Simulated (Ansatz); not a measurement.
# BF3H5NSi: from a rough start to a minimum

Aim: relax BF3H5NSi from a cheap starting geometry, check the end point by its vibrations and derive ideal-gas thermochemistry, and look at its orbitals and charge.

Program: Ansatz 0.2.0, Gaussian basis. Level of theory: RKS PBE0-D4/def2-TZVP. These are calculated values, not measurements.

The runs, in order: relaxation at PBE-D4/def2-SVP; relaxation at PBE0-D4/def2-TZVP; harmonic vibrations at the same level; a single point in def2-TZVPP for the fields.

## 1. The system as given

SMILES `F[B-](F)(F)[NH2+][SiH3]`, 11 atoms, charge 0, spin multiplicity 1.

Atoms are counted from 1 here; the program's logs count them from 0.

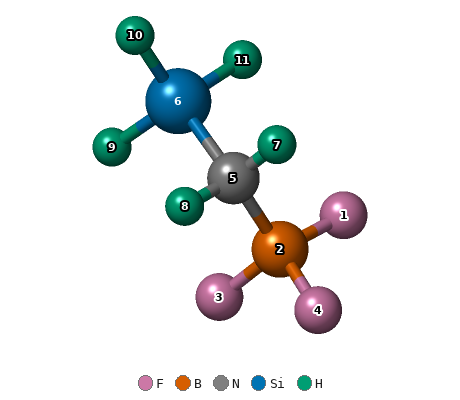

As it starts; fluorine pink, boron orange, nitrogen grey, silicon blue, hydrogen teal; atoms are numbered from 1 in the order of the file.

Coordinates:

```xyz
11

F    -1.3992   -1.4291    0.6031
B    -0.1397   -1.3610   -0.0441
F     0.8603   -1.6156    0.9417
F    -0.0100   -2.3979   -1.0525
N     0.1071   -0.0013   -0.7380
Si    0.0534    1.3660    0.4697
H    -0.6050    0.1705   -1.4393
H     1.0807    0.0187   -1.1894
H     1.1031    1.1742    1.5295
H     0.2908    2.6254   -0.2008
H    -1.2761    1.3930    1.1405
```

The start is a force-field geometry with small random shifts, so a cheaper pass at PBE-D4/def2-SVP comes first.

## 2. Optimising with PBE-D4/def2-SVP (cheap first pass)

Input file in.yaml:

```yaml
crystal:
  periodic: [false, false, false]
  atoms:
    - {symbol: F, position_ang: [-1.399200, -1.429100, 0.603100]}
    - {symbol: B, position_ang: [-0.139700, -1.361000, -0.044100]}
    - {symbol: F, position_ang: [0.860300, -1.615600, 0.941700]}
    - {symbol: F, position_ang: [-0.010000, -2.397900, -1.052500]}
    - {symbol: N, position_ang: [0.107100, -0.001300, -0.738000]}
    - {symbol: Si, position_ang: [0.053400, 1.366000, 0.469700]}
    - {symbol: H, position_ang: [-0.605000, 0.170500, -1.439300]}
    - {symbol: H, position_ang: [1.080700, 0.018700, -1.189400]}
    - {symbol: H, position_ang: [1.103100, 1.174200, 1.529500]}
    - {symbol: H, position_ang: [0.290800, 2.625400, -0.200800]}
    - {symbol: H, position_ang: [-1.276100, 1.393000, 1.140500]}
basis:
  gaussian: {orbitals: def2-SVP}
hamiltonian: {xc: pbe, dispersion: d4}
relax: {f_tol: 0.03, max_steps: 200}
```

On the command line:

```bash
$ ansatz run in.yaml --threads 4 --pin off --events-out ev --progress --plain --max-ram 10444MiB
```

The program printed (excerpt; [...] marks lines left out):

```text
Functional definition: PBE
  name "PBE"
  cite "Perdew, Burke & Ernzerhof, Phys. Rev. Lett. 77, 3865 (1996) doi:10.1103/PhysRevLett.77.3865"
  parent pbe
[...]
1256 factors; their error is unknown
[...]
mean field -18256.01024458 eV, -670.8960021201 hartree, gradient 6.8e-5 eV, S^2 0.000000; 0 other end points of the search recorded, 0 dependent functions left out
[...]
reference -18256.01027885 eV, -670.8960033794 hartree; 29, 29 occupied and 84, 84 virtual orbitals, 1256 factors
relax step   1: F+E_penalty+E_count = -18256.22926113 eV  Δ(F+E_penalty+E_count) = +0.000e0 eV  max|allowed force component| = 4.672e0 eV/Å  Δτ_max = 0.0000 Å  (25 SCF iters, accepted)
[...]
relax step   6: F+E_penalty+E_count = -18256.77119184 eV  Δ(F+E_penalty+E_count) = -5.082e-4 eV  max|allowed force component| = 2.090e-2 eV/Å  Δτ_max = 0.0071 Å  (29 SCF iters, accepted)
[...]
relax step  11: F+E_penalty+E_count = -18256.78300190 eV  Δ(F+E_penalty+E_count) = -4.210e-3 eV  max|allowed force component| = 2.100e-1 eV/Å  Δτ_max = 0.0829 Å  (26 SCF iters, accepted)
[...]
relax step  16: F+E_penalty+E_count = -18256.82327303 eV  Δ(F+E_penalty+E_count) = -8.461e-3 eV  max|allowed force component| = 1.264e-1 eV/Å  Δτ_max = 0.0781 Å  (27 SCF iters, accepted)
[...]
relax step  23: F+E_penalty+E_count = -18256.83255397 eV  Δ(F+E_penalty+E_count) = -3.769e-4 eV  max|allowed force component| = 2.801e-2 eV/Å  Δτ_max = 0.0512 Å  (27 SCF iters, accepted)
1256 factors; their error is unknown
[...]
mean field -18256.61447118 eV, -670.9182070382 hartree, gradient 2.2e-5 eV, S^2 0.000000; 1 other end points of the search recorded, 0 dependent functions left out
[...]
reference -18256.61450688 eV, -670.9182083500 hartree; 29, 29 occupied and 84, 84 virtual orbitals, 1256 factors
Total energy: -18256.83258967 eV, -670.9262227448 hartree
Atom 0 at    -1.510176    -1.832404    -0.260413 Å, force     0.028013     0.006365     0.002548 eV/Å
Atom 1 at    -0.202587    -1.466529    -0.023083 Å, force    -0.004884    -0.008523    -0.002922 eV/Å
Atom 2 at     0.076051    -1.240877     1.326188 Å, force    -0.005354    -0.004811    -0.013783 eV/Å
Atom 3 at     0.739127    -2.249545    -0.655499 Å, force    -0.019075     0.019530     0.012740 eV/Å
Atom 4 at    -0.044995     0.068049    -0.727403 Å, force     0.005213    -0.006320     0.018033 eV/Å
Atom 5 at     0.243875     1.353663     0.555462 Å, force     0.002282    -0.006735    -0.022363 eV/Å
Atom 6 at    -0.904128     0.233664    -1.273057 Å, force    -0.007325     0.004170    -0.000157 eV/Å
Atom 7 at     0.730051     0.005505    -1.404855 Å, force     0.002256    -0.001930    -0.004711 eV/Å
Atom 8 at     1.563927     1.069091     1.185186 Å, force     0.004039    -0.001940     0.007721 eV/Å
Atom 9 at     0.300666     2.664077    -0.179776 Å, force    -0.001615     0.004857    -0.002659 eV/Å
Atom 10 at    -0.926412     1.338204     1.477650 Å, force    -0.003552    -0.004663     0.005553 eV/Å
Dipole moment:     0.118433     1.067968    -0.413848 e Å
```

It took 30 s on 4 threads of Arm Neoverse V1, shared host.

Along the way: (the energy doesn't fall at every step)

| step | energy from step 1 (eV) | largest force component (eV/Å) |
| --- | --- | --- |
| 1 | 0.0000 | 4.6719 |
| 2 | -0.4115 | 1.9274 |
| 3 | -0.5045 | 0.5395 |
| 4 | -0.5376 | 0.2476 |
| 5 | -0.5414 | 0.0916 |
| 6 | -0.5419 | 0.0209 |
| 7 | -0.5422 | 0.0188 |
| 8 | -0.5433 | 0.1178 |
| 9 | -0.5354 | 0.5452 |
| 10 | -0.5495 | 0.0983 |
| 11 | -0.5537 | 0.2100 |
| 12 | -0.5592 | 0.3435 |
| 13 | -0.5701 | 0.3808 |
| 14 | -0.5846 | 0.1794 |
| 15 | -0.5856 | 0.3725 |
| 16 | -0.5940 | 0.1264 |
| 17 | -0.5980 | 0.0791 |
| 18 | -0.5995 | 0.0985 |
| 19 | -0.6014 | 0.0579 |
| 20 | -0.6019 | 0.1084 |
| 21 | -0.6025 | 0.0536 |
| 22 | -0.6029 | 0.0128 |
| 23 | -0.6033 | 0.0280 |

The force was under the threshold of 0.03 eV/Å already at step 6, but the program went on to step 23.

Distances of close pairs at the start and the end, largest changes first:

| bond | before (Å) | after (Å) | change (Å) |
| --- | --- | --- | --- |
| B2–N5 | 1.546 | 1.696 | +0.149 |
| B2–F4 | 1.452 | 1.378 | -0.074 |
| Si6–H10 | 1.446 | 1.504 | +0.057 |
| N5–H8 | 1.073 | 1.031 | -0.042 |
| F1–B2 | 1.418 | 1.378 | -0.039 |
| B2–F3 | 1.427 | 1.396 | -0.031 |
| N5–H7 | 1.014 | 1.031 | +0.017 |
| Si6–H9 | 1.504 | 1.490 | -0.014 |

## 3. Optimising with PBE0-D4/def2-TZVP

Input file in.yaml:

```yaml
crystal:
  periodic: [false, false, false]
  atoms:
    - {symbol: F, position_ang: [-1.510176, -1.832404, -0.260413]}
    - {symbol: B, position_ang: [-0.202587, -1.466529, -0.023083]}
    - {symbol: F, position_ang: [0.076051, -1.240877, 1.326188]}
    - {symbol: F, position_ang: [0.739127, -2.249545, -0.655499]}
    - {symbol: N, position_ang: [-0.044995, 0.068049, -0.727403]}
    - {symbol: Si, position_ang: [0.243875, 1.353663, 0.555462]}
    - {symbol: H, position_ang: [-0.904128, 0.233664, -1.273057]}
    - {symbol: H, position_ang: [0.730051, 0.005505, -1.404855]}
    - {symbol: H, position_ang: [1.563927, 1.069091, 1.185186]}
    - {symbol: H, position_ang: [0.300666, 2.664077, -0.179776]}
    - {symbol: H, position_ang: [-0.926412, 1.338204, 1.477650]}
basis:
  gaussian: {orbitals: def2-TZVP}
hamiltonian: {xc: pbe0, dispersion: d4}
relax: {f_tol: 0.005, max_steps: 150}
```

The command is unchanged.

The program printed (excerpt; [...] marks lines left out):

```text
Functional definition: PBE0
  name "PBE0"
  cite "Adamo & Barone, J. Chem. Phys. 110, 6158 (1999) doi:10.1063/1.478522"
  cite "Perdew, Burke & Ernzerhof, Phys. Rev. Lett. 77, 3865 (1996) doi:10.1103/PhysRevLett.77.3865"
  parent pbe
[...]
1280 factors; their error is unknown
[...]
mean field -18273.07134837 eV, -671.5229861200 hartree, gradient 5.9e-5 eV, S^2 0.000000; 0 other end points of the search recorded, 0 dependent functions left out
[...]
reference -18273.07138399 eV, -671.5229874289 hartree; 29, 29 occupied and 193, 193 virtual orbitals, 1280 factors
relax step   1: F+E_penalty+E_count = -18273.25417006 eV  Δ(F+E_penalty+E_count) = +0.000e0 eV  max|allowed force component| = 5.534e-1 eV/Å  Δτ_max = 0.0000 Å  (26 SCF iters, accepted)
[...]
Atom 1 at    -0.221757    -1.445079    -0.019553 Å, force     0.001337     0.000775     0.004148 eV/Å
Atom 2 at     0.392666    -1.381104     1.212221 Å, force     0.000103     0.000721    -0.000677 eV/Å
Atom 3 at     0.333096    -2.365582    -0.863177 Å, force     0.002176    -0.002030    -0.004005 eV/Å
Atom 4 at     0.099678     0.046373    -0.711436 Å, force     0.001047    -0.000017    -0.000333 eV/Å
Atom 5 at     0.159359     1.356711     0.535825 Å, force    -0.001344    -0.000359     0.000363 eV/Å
Atom 6 at    -0.619106     0.208456    -1.412318 Å, force    -0.000281    -0.000238     0.000641 eV/Å
Atom 7 at     0.982064    -0.036738    -1.210853 Å, force     0.000497    -0.000656     0.000202 eV/Å
Atom 8 at     1.466582     1.249273     1.208755 Å, force     0.000694     0.000690    -0.001098 eV/Å
Atom 9 at     0.059517     2.642234    -0.199499 Å, force     0.000425    -0.000501     0.001041 eV/Å
Atom 10 at    -0.999326     1.169222     1.425433 Å, force    -0.000729     0.001126    -0.000258 eV/Å
Dipole moment:     0.235302     1.098927    -0.417416 e Å
```

Wall time 82 s (4 threads of Arm Neoverse V1, shared host); peak memory 0.63 GiB.

Relaxation path: (the energy doesn't fall at every step)

| step | energy from step 1 (eV) | largest force component (eV/Å) |
| --- | --- | --- |
| 1 | 0.0000 | 0.5534 |
| 2 | -0.0354 | 0.2487 |
| 3 | -0.0407 | 0.0464 |
| 4 | -0.0409 | 0.0207 |
| 5 | -0.0410 | 0.0122 |
| 6 | -0.0411 | 0.0156 |
| 7 | -0.0413 | 0.0294 |
| 8 | -0.0413 | 0.1475 |
| 9 | -0.0418 | 0.0420 |
| 10 | -0.0422 | 0.0994 |
| 11 | -0.0427 | 0.1178 |
| 12 | -0.0437 | 0.1994 |
| 13 | -0.0448 | 0.1523 |
| 14 | -0.0470 | 0.0828 |
| 15 | -0.0426 | 0.4265 |
| 16 | -0.0426 | 0.1955 |
| 17 | -0.0479 | 0.0281 |
| 18 | -0.0488 | 0.0427 |
| 19 | -0.0491 | 0.0327 |
| 20 | -0.0492 | 0.0126 |
| 21 | -0.0492 | 0.0041 |

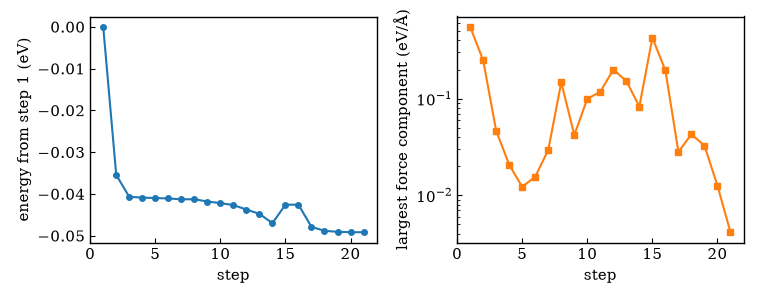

Energy and force, step by step.

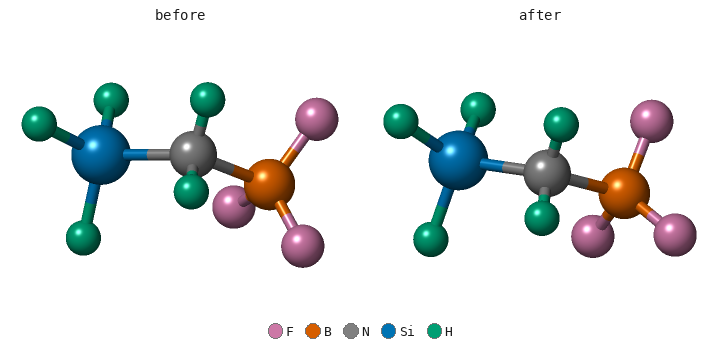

The geometry before (left) and after (right).

Distances of close pairs at the start and the end, largest changes first:

| bond | before (Å) | after (Å) | change (Å) |
| --- | --- | --- | --- |
| N5–Si6 | 1.839 | 1.810 | -0.029 |
| B2–N5 | 1.696 | 1.675 | -0.021 |
| Si6–H10 | 1.504 | 1.484 | -0.019 |
| B2–F3 | 1.396 | 1.378 | -0.018 |
| Si6–H11 | 1.490 | 1.473 | -0.017 |
| Si6–H9 | 1.490 | 1.474 | -0.016 |
| N5–H7 | 1.031 | 1.017 | -0.014 |
| N5–H8 | 1.031 | 1.017 | -0.014 |

Mulliken charges of the relaxed molecule (report file):

| atom | value (e) |
| --- | --- |
| F1 | -0.31 |
| B2 | 0.49 |
| F3 | -0.31 |
| F4 | -0.31 |
| N5 | -0.38 |
| Si6 | 0.22 |
| H7 | 0.27 |
| H8 | 0.27 |
| H9 | 0.02 |
| H10 | -0.01 |
| H11 | 0.03 |

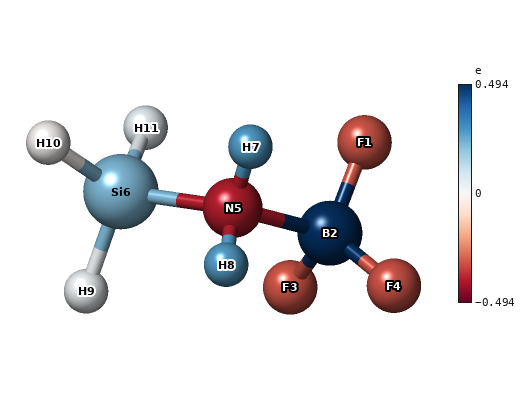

Mulliken charges of the relaxed molecule (report file), as colours on the atoms.

## 4. Force constants and modes

Input file in.yaml:

```yaml
crystal:
  periodic: [false, false, false]
  atoms:
    - {symbol: F, position_ang: [-1.587373, -1.500868, 0.055003]}
    - {symbol: B, position_ang: [-0.221757, -1.445079, -0.019553]}
    - {symbol: F, position_ang: [0.392666, -1.381104, 1.212221]}
    - {symbol: F, position_ang: [0.333096, -2.365582, -0.863177]}
    - {symbol: N, position_ang: [0.099678, 0.046373, -0.711436]}
    - {symbol: Si, position_ang: [0.159359, 1.356711, 0.535825]}
    - {symbol: H, position_ang: [-0.619106, 0.208456, -1.412318]}
    - {symbol: H, position_ang: [0.982064, -0.036738, -1.210853]}
    - {symbol: H, position_ang: [1.466582, 1.249273, 1.208755]}
    - {symbol: H, position_ang: [0.059517, 2.642234, -0.199499]}
    - {symbol: H, position_ang: [-0.999326, 1.169222, 1.425433]}
basis:
  gaussian: {orbitals: def2-TZVP}
hamiltonian: {xc: pbe0, dispersion: d4}
phonons: {temperatures: {t_min: 298.15, t_max: 900, t_step: 200}}
```

The command is unchanged.

The program printed (excerpt; [...] marks lines left out):

```text
Functional definition: PBE0
  name "PBE0"
  cite "Adamo & Barone, J. Chem. Phys. 110, 6158 (1999) doi:10.1063/1.478522"
  cite "Perdew, Burke & Ernzerhof, Phys. Rev. Lett. 77, 3865 (1996) doi:10.1103/PhysRevLett.77.3865"
  parent pbe
[...]
1280 factors; their error is unknown
[...]
mean field -18273.11886636 eV, -671.5247323737 hartree, gradient 5.4e-5 eV, S^2 0.000000; 0 other end points of the search recorded, 0 dependent functions left out
[...]
reference -18273.11890229 eV, -671.5247336942 hartree; 29, 29 occupied and 193, 193 virtual orbitals, 1280 factors
[...]
1280 factors; their error is unknown
[...]
mean field -18273.11873046 eV, -671.5247273798 hartree, gradient 2.9e-6 eV, S^2 0.000000; 0 other end points of the search recorded, 0 dependent functions left out
[...]
Atom 4 at     0.099678     0.046373    -0.711436 Å, force     0.001016    -0.000050    -0.000236 eV/Å
Atom 5 at     0.159359     1.356711     0.535825 Å, force    -0.001276    -0.000333     0.000369 eV/Å
Atom 6 at    -0.619106     0.208456    -1.412318 Å, force    -0.000268    -0.000438     0.000655 eV/Å
Atom 7 at     0.982064    -0.036738    -1.210853 Å, force     0.000505    -0.000598     0.000114 eV/Å
Atom 8 at     1.466582     1.249273     1.208755 Å, force     0.000660     0.000692    -0.001084 eV/Å
Atom 9 at     0.059517     2.642234    -0.199499 Å, force     0.000418    -0.000487     0.001034 eV/Å
Atom 10 at    -0.999326     1.169222     1.425433 Å, force    -0.000769     0.001165    -0.000229 eV/Å
Dipole moment:     0.235303     1.098928    -0.417416 e Å
Vibrations: 43.64 126.35 172.29 278.96 289.95 432.37 442.73 479.11 566.91 653.34 705.00 750.64 788.80 881.36 934.44 957.03 963.86 1027.71 1062.12 1242.61 1273.22 1591.88 2241.51 2294.40 2314.39 3498.22 3570.22 cm⁻¹, zero-point energy 1.833915 eV
```

It took 3 min on 4 threads of Arm Neoverse V1, shared host; peak memory 0.67 GiB.

Motions are named by where the mode's potential energy lies. The modes, unscaled (a negative number is an imaginary wavenumber):

| mode | cm⁻¹ | motion |
| --- | --- | --- |
| 1 | 44 | torsion |
| 2 | 126 | bend |
| 3 | 172 | torsion |
| 4 | 279 | bend |
| 5 | 290 | bend |
| 6 | 432 | B–N stretch with bend |
| 7 | 443 | torsion with bend |
| 8 | 479 | bend with torsion |
| 9 | 567 | bend with torsion |
| 10 | 653 | bend |
| 11 | 705 | bend with Si–N stretch |
| 12 | 751 | Si–N stretch with bend |
| 13 | 789 | bend with torsion |
| 14 | 881 | B–F stretch with bend |
| 15 | 934 | bend with torsion |
| 16 | 957 | bend with torsion |
| 17 | 964 | bend |
| 18 | 1028 | bend with torsion |
| 19 | 1062 | bend with torsion |
| 20 | 1243 | B–F stretch |
| 21 | 1273 | B–F stretch |
| 22 | 1592 | bend |
| 23 | 2242 | Si–H stretch |
| 24 | 2294 | Si–H stretch |
| 25 | 2314 | Si–H stretch |
| 26 | 3498 | N–H stretch |
| 27 | 3570 | N–H stretch |

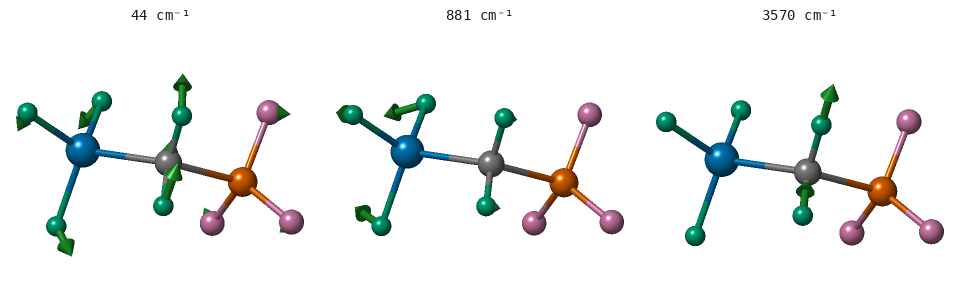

How the atoms move in 3 of the modes.

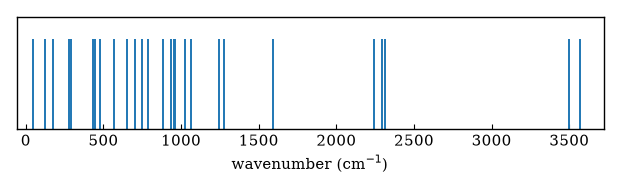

The harmonic wavenumbers as sticks (no intensities were computed).

Ideal gas, rigid rotor and harmonic oscillator at 298.15 K and 1 bar, with symmetry number 1:

| term | value |
| --- | --- |
| zero-point energy | 176.9 kJ/mol |
| H(298) − E | 199.2 kJ/mol |
| entropy, translation | 168.0 J/(mol K) |
| entropy, rotation | 115.2 J/(mol K) |
| entropy, vibration | 76.4 J/(mol K) |
| entropy, total | 359.7 J/(mol K) |

## 5. Orbitals, density and potential

Changes to in.yaml since step 4:

```diff
@@ -15,4 +15,4 @@
 basis:
-  gaussian: {orbitals: def2-TZVP}
+  gaussian: {orbitals: def2-TZVPP}
 hamiltonian: {xc: pbe0, dispersion: d4}
-phonons: {temperatures: {t_min: 298.15, t_max: 900, t_step: 200}}
+output: {orbitals: {seedname: orbitals}}
```

Launched as before.

The program printed:

```text
Functional definition: PBE0
  name "PBE0"
  cite "Adamo & Barone, J. Chem. Phys. 110, 6158 (1999) doi:10.1063/1.478522"
  cite "Perdew, Burke & Ernzerhof, Phys. Rev. Lett. 77, 3865 (1996) doi:10.1103/PhysRevLett.77.3865"
  parent pbe
  parameter a = 0.25
  parameter kappa = 0.804
  parameter beta = 0.06672455060314922
  exchange = (1 - a)*pbe_x(kappa = kappa, mu = beta*pi^2/3) + a*exact_x
  correlation = pbe_c(beta = beta)
1378 factors; their error is unknown
mean field evaluation 1: about -18266.7889 eV, gradient 6.5e1 eV
mean field evaluation 2: about -18262.7502 eV, gradient 8.1e1 eV
mean field evaluation 4: about -18273.1216 eV, gradient 1.1e0 eV
mean field evaluation 8: about -18273.1748 eV, gradient 3.1e-2 eV
mean field -18273.17480780 eV, -671.5267881840 hartree, gradient 2.1e-5 eV, S^2 0.000000; 0 other end points of the search recorded, 0 dependent functions left out
reference -18273.17484369 eV, -671.5267895028 hartree; 29, 29 occupied and 238, 238 virtual orbitals, 1378 factors
Total energy: -18273.35934122 eV, -671.5335696619 hartree
```

It took 4 s on 4 threads of Arm Neoverse V1, shared host; peak memory 0.7 GiB.

The fields below are evaluated on a grid from the run's orbitals.

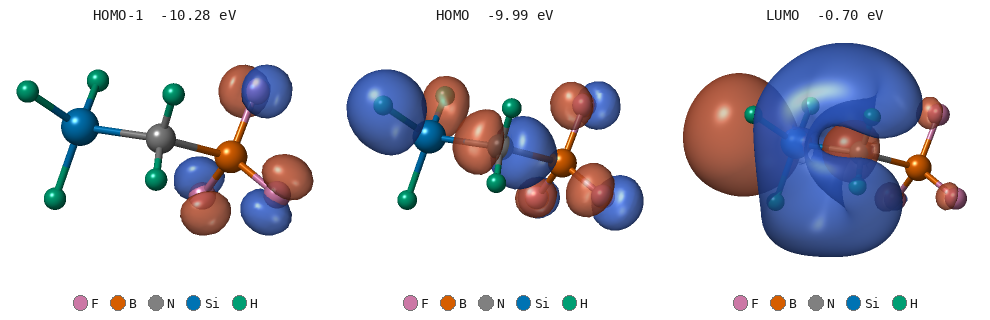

PBE0-D4/def2-TZVPP orbitals near the gap, drawn at the value that encloses 70 % of each; the two colours are the two signs.

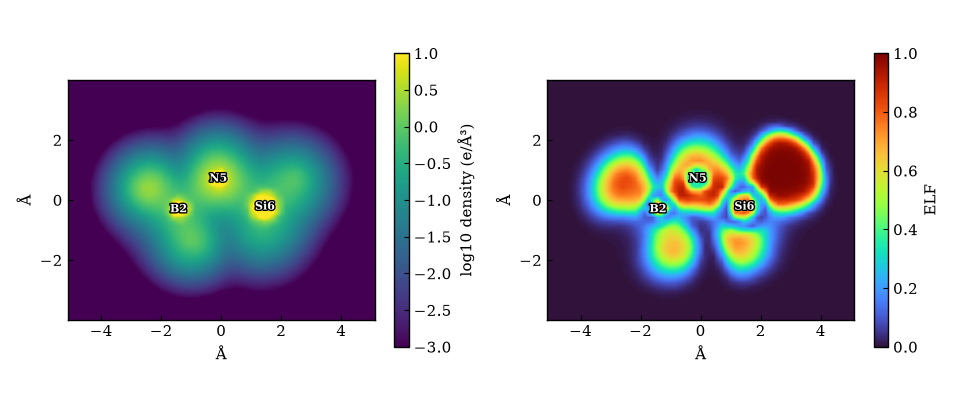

Density (left) and ELF (right) in a plane through or near 3 of the atoms.

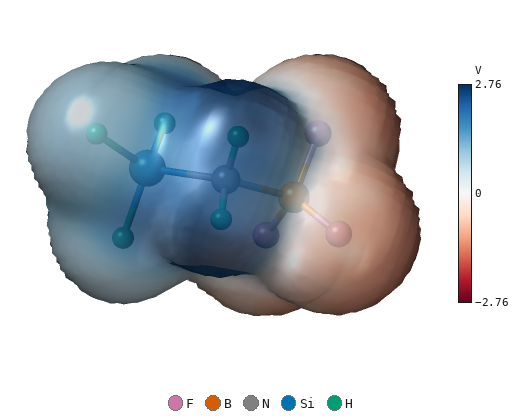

The potential that a unit positive charge feels on the 0.002 e/bohr³ surface, from -1.47 V near F1 to 2.76 V near H8.

## 6. What came out

```
                  quantity            value
               point group               C1
                     steps          23 + 21
shift from the start (rms)          0.356 Å
              total energy   -18273.3034 eV
           dispersion term         -184 meV
             dipole moment           5.76 D
lowest, highest wavenumber    44, 3570 cm⁻¹
         zero-point energy     176.9 kJ/mol
       entropy at 298.15 K  359.7 J/(mol K)
                HOMO, LUMO  -9.99, -0.70 eV
```

**Reading.** The atoms moved 0.36 Å (rms) from the start; the bond that changed most is B2–N5, from 1.546 to 1.675 Å. All wavenumbers are real, so the end point is a minimum. The stiffest mode, 3570 cm⁻¹, is an N–H stretch, and 3 modes under 200 cm⁻¹ make the vibrational entropy uncertain. Harmonic hybrid wavenumbers usually lie a few per cent above measured fundamentals. The largest Mulliken charge, +0.49 e, sits on B2. The HOMO lies mostly on H10 23 %; N5 23 % and the LUMO on 5 H atoms about 15 % each; Si6 14 %.
